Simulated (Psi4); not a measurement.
# MP2/6-31G(d) (density fitting with def2-universal-jkfit, density fitting for correlation, spherical functions, sweep point 3) run of ClGeH3 (chlorogermane)

Aim: the vertical ionisation energy of ClGeH3 (chlorogermane) at MP2/6-31G* (density fitting with def2-universal-jkfit, density fitting for correlation, spherical functions, sweep point 3), from 2 runs. Input form: a Python script.

Program for the calculation: Psi4 1.11.

## 1. The molecule

ClGeH3 has 5 atoms, charge 0, and is taken as a singlet. As SMILES, `[Cl][GeH3]`. The shape is that of a PBE0-D4/def2-TZVP optimisation.

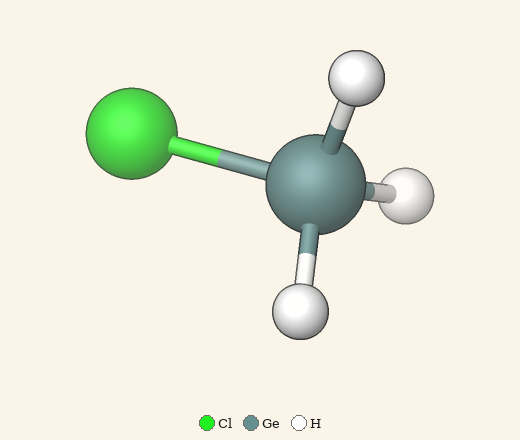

Viewed from a chosen angle; chlorine green, germanium teal, hydrogen white.

## 2. The energy at MP2/6-31G(d) (density fitting with def2-universal-jkfit, density fitting for correlation, spherical functions, sweep point 3)

The input, run.py:

```python
import psi4

psi4.set_memory(1600000000)
psi4.set_num_threads(1)
psi4.core.set_output_file('psi4.out', False)

molecule = psi4.geometry("""
0 1
Cl    -3.54474826    -0.04743213     1.21188136
Ge     0.30575769    -0.02626719    -0.11451740
H      0.30311207     1.24003828    -2.71761514
H      1.16974047    -2.78488939    -0.26569549
H      1.86043537     1.47946658     1.80790098
units bohr
symmetry c1
""")

psi4.set_options(dict(basis='6-31G*', puream=True, scf_type='df', num_frozen_docc=14, df_basis_scf='def2-universal-jkfit'))

result, w = psi4.energy("mp2", return_wfn=True)
print(f'mp2 energy: {result:.10f} Eh')
for k, v in sorted(psi4.core.scalar_variables().items()):
    print(f'{k:45s} {v:18.10f}')
```

The run is started by

```
$ python run.py
```

psi4.out:

```text
=> Loading Basis Set <=

    Name: 6-31G*
    Role: ORBITAL
    Keyword: BASIS

         ---------------------------------------------------------
                                   SCF
                              RHF Reference
                        1 Threads,   1525 MiB Core
         ---------------------------------------------------------

  ==> Geometry <==

    Molecular point group: c1
    Full point group: C1

    Geometry (in Bohr), charge = 0, multiplicity = 1:

[... 95 lines left out ...]
   @DF-RHF iter   1: -2535.28901271037694   -3.05237e+00   4.05894e-02 DIIS/ADIIS
[... 3 lines left out ...]
   @DF-RHF iter   5: -2536.33099332934353   -1.31727e-04   3.97261e-05 DIIS
[... 3 lines left out ...]
   @DF-RHF iter   9: -2536.33100136986604   -5.36602e-10   6.92543e-08 DIIS
[... 25 lines left out ...]
    Final Occupation by Irrep:
[... 11 lines left out ...]
    Two-Electron Energy =                1170.0029995462191437
[... 17 lines left out ...]
 Dipole Z            :         -0.8787892            0.5550220           -0.3237672
[... 40 lines left out ...]
	-----------------------------------------------------------
	 ==================> DF-MP2 Energies <====================
	-----------------------------------------------------------
	 Reference Energy          =   -2536.3310013698783223 [Eh]
	 Singles Energy            =      -0.0000000000000000 [Eh]
	 Same-Spin Energy          =      -0.1105451561064631 [Eh]
	 Opposite-Spin Energy      =      -0.2629656390129427 [Eh]
	 Correlation Energy        =      -0.3735107951194059 [Eh]
	 Total Energy              =   -2536.7045121649975954 [Eh]
	-----------------------------------------------------------
	 ================> DF-SCS-MP2 Energies <==================
	-----------------------------------------------------------
	 SCS Same-Spin Scale       =       0.3333333333333333 [-]
	 SCS Opposite-Spin Scale   =       1.2000000000000000 [-]
	 SCS Same-Spin Energy      =      -0.0368483853688210 [Eh]
	 SCS Opposite-Spin Energy  =      -0.3155587668155312 [Eh]
	 SCS Correlation Energy    =      -0.3524071521843523 [Eh]
	 SCS Total Energy          =   -2536.6834085220625639 [Eh]
	-----------------------------------------------------------

	total time  =          0 seconds =       0.00 minutes
```

On the terminal:

```text
mp2 energy: -2536.7045121650 Eh
CURRENT CORRELATION ENERGY                         -0.3735107951
CURRENT ENERGY                                  -2536.7045121650
CURRENT REFERENCE ENERGY                        -2536.3310013699
CUSTOM SCS-MP2 CORRELATION ENERGY                  -0.3524071522
CUSTOM SCS-MP2 TOTAL ENERGY                     -2536.6834085221
DD SOLVATION ENERGY                                 0.0000000000
HF KINETIC ENERGY                                2535.8530775201
HF POTENTIAL ENERGY                             -5072.1840788900
HF TOTAL ENERGY                                 -2536.3310013699
HF VIRIAL RATIO                                     2.0001884667
MP2 CORRELATION ENERGY                             -0.3735107951
MP2 DOUBLES ENERGY                                 -0.3735107951
MP2 OPPOSITE-SPIN CORRELATION ENERGY               -0.2629656390
MP2 SAME-SPIN CORRELATION ENERGY                   -0.1105451561
MP2 SINGLES ENERGY                                 -0.0000000000
MP2 TOTAL ENERGY                                -2536.7045121650
NUCLEAR REPULSION ENERGY                          176.3938221544
ONE-ELECTRON ENERGY                             -3882.7278230705
PCM POLARIZATION ENERGY                             0.0000000000
PE ENERGY                                           0.0000000000
SCF ITERATION ENERGY                            -2536.3310013699
SCF ITERATIONS                                     11.0000000000
SCF TOTAL ENERGY                                -2536.3310013699
SCS-MP2 CORRELATION ENERGY                         -0.3524071522
SCS-MP2 TOTAL ENERGY                            -2536.6834085221
TWO-ELECTRON ENERGY                              1170.0029995462
```

Wall time 1.5 s (1 thread of Intel Xeon 6975P-C (Granite Rapids), shared host); peak memory 0.21 GiB.

## 3. The doublet cation, same level

The input, calc.py:

```python
import psi4

psi4.set_memory(1600000000)
psi4.set_num_threads(1)
psi4.set_output_file('psi4.out', False)

molecule = psi4.geometry("""
1 2
Cl    -3.54474826    -0.04743213     1.21188136
Ge     0.30575769    -0.02626719    -0.11451740
H      0.30311207     1.24003828    -2.71761514
H      1.16974047    -2.78488939    -0.26569549
H      1.86043537     1.47946658     1.80790098
units au
symmetry c1
""")

psi4.set_options({
    'basis': '6-31G*',
    'reference': 'uhf',
    'puream': True,
    'scf_type': 'df',
    'num_frozen_docc': 14,
    'df_basis_scf': 'def2-universal-jkfit',
    'maxiter': 150,
})

e_tot = psi4.energy("mp2", molecule=molecule)
print('E =', round(e_tot, 9))
```

The run is started by

```
$ python calc.py
```

psi4.out:

```text
Psi4 1.11 release

   => Loading Basis Set <=

    Name: 6-31G*
    Role: ORBITAL
    Keyword: BASIS

         ---------------------------------------------------------
                                   SCF
                              UHF Reference
                        1 Threads,   1525 MiB Core
         ---------------------------------------------------------

  ==> Geometry <==

    Molecular point group: c1
    Full point group: C1

    Geometry (in Bohr), charge = 1, multiplicity = 2:

[... 97 lines left out ...]
   @DF-UHF iter   3: -2535.93052911798941   -4.91029e-01   3.19035e-03 ADIIS/DIIS
[... 4 lines left out ...]
   @DF-UHF iter   8: -2535.94426711706228   -5.37359e-05   2.56241e-05 DIIS
[... 4 lines left out ...]
   @DF-UHF iter  13: -2535.94427530420035   -4.32619e-08   4.10629e-07 DIIS
[... 4 lines left out ...]
   @DF-UHF iter  18: -2535.94427530918256   -1.36424e-12   5.72542e-09 DIIS
[... 7 lines left out ...]
   @S   Expected:                5.000000000E-01
[... 51 lines left out ...]
    One-Electron Energy =               -3868.8108863903089514
[... 27 lines left out ...]
 Dipole Z            :         -0.3373240            0.5550220            0.2176980
[... 31 lines left out ...]
	-----------------------------------------------------------
	 ==================> DF-MP2 Energies <====================
	-----------------------------------------------------------
	 Reference Energy          =   -2535.9442753091825580 [Eh]
	 Singles Energy            =      -0.0000000000000000 [Eh]
	 Same-Spin Energy          =      -0.1024454919848053 [Eh]
	 Opposite-Spin Energy      =      -0.2477904645408854 [Eh]
	 Correlation Energy        =      -0.3502359565256908 [Eh]
	 Total Energy              =   -2536.2945112657080244 [Eh]
	-----------------------------------------------------------
	 ================> DF-SCS-MP2 Energies <==================
	-----------------------------------------------------------
	 SCS Same-Spin Scale       =       0.3333333333333333 [-]
	 SCS Opposite-Spin Scale   =       1.2000000000000000 [-]
	 SCS Same-Spin Energy      =      -0.0341484973282684 [Eh]
	 SCS Opposite-Spin Energy  =      -0.2973485574490625 [Eh]
	 SCS Correlation Energy    =      -0.3314970547773310 [Eh]
	 SCS Total Energy          =   -2536.2757723639597316 [Eh]
	-----------------------------------------------------------

	total time  =          1 seconds =       0.02 minutes
```

On the terminal:

```text
E = -2536.294511266
```

It took 1.6 s on 1 thread of Intel Xeon 6975P-C (Granite Rapids), shared host; peak memory 0.21 GiB.

## 4. What came out

At MP2/6-31G* (density fitting with def2-universal-jkfit, density fitting for correlation, spherical functions, sweep point 3), 14 core orbitals frozen:

```
                                                                  quantity           value
                                              singlet ClGeH3: total energy  -2536.70451 Eh
                       singlet ClGeH3: HOMO energy (Hartree–Fock orbitals)       -11.98 eV
                       singlet ClGeH3: LUMO energy (Hartree–Fock orbitals)         2.65 eV
                     singlet ClGeH3: HOMO–LUMO gap (Hartree–Fock orbitals)        14.62 eV
              singlet ClGeH3: correlation energy (14 core orbitals frozen)      -373.5 mEh
                                              doublet cation: total energy  -2536.29451 Eh
doublet cation: HOMO energy (Hartree–Fock orbitals) (highest over α and β)       -18.64 eV
 doublet cation: LUMO energy (Hartree–Fock orbitals) (lowest over α and β)        -9.07 eV
              doublet cation: correlation energy (14 core orbitals frozen)      -350.2 mEh
                                                      doublet cation: ⟨S²⟩           0.759
                        vertical ionisation energy (to the doublet cation)       11.157 eV
```

**Reading.** The vertical ionisation energy comes to 11.16 eV (1076 kJ/mol).
